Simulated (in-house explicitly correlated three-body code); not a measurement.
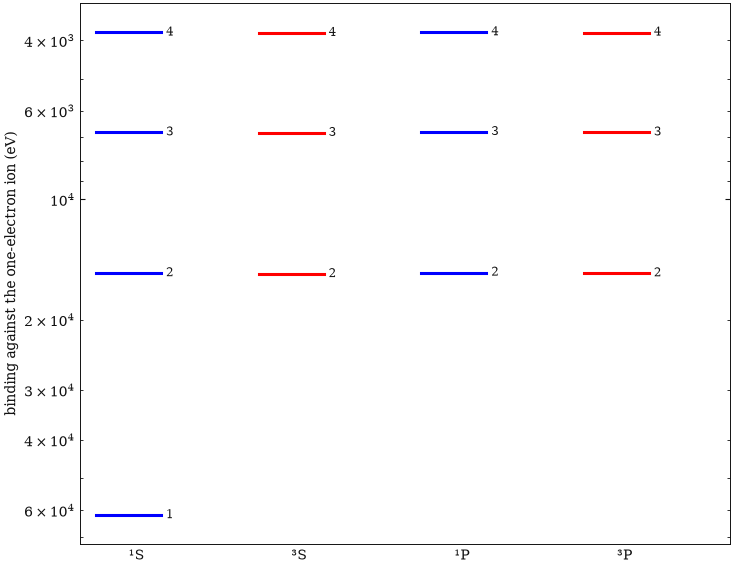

Two electrons around a point charge Z = 68 (Er⁶⁶⁺). Computed variationally in 260 exponentially correlated functions with an in-house code, non-relativistic, converged to about 10⁻⁸ of the energy. The plot shows the bound S and P states that converged, by term and principal number n, on a logarithmic scale of binding.

Question: Describe the level scheme.

Answer: The ground state is bound by 61.76 keV. The n = 2 states drawn run, from the deepest, 2 ³S (15.38 keV), 2 ³P (15.31 keV), 2 ¹S (15.30 keV), 2 ¹P (15.25 keV). Exchange puts 2 ³S below 2 ¹S by 79.4 eV and 2 ³P below 2 ¹P by 60.9 eV. Quantum defects n − (Z − 1)/√(2 E(binding)): 2 ³S 0.007, 2 ³P 0.003, 2 ¹S 0.002, 2 ¹P −0.001.
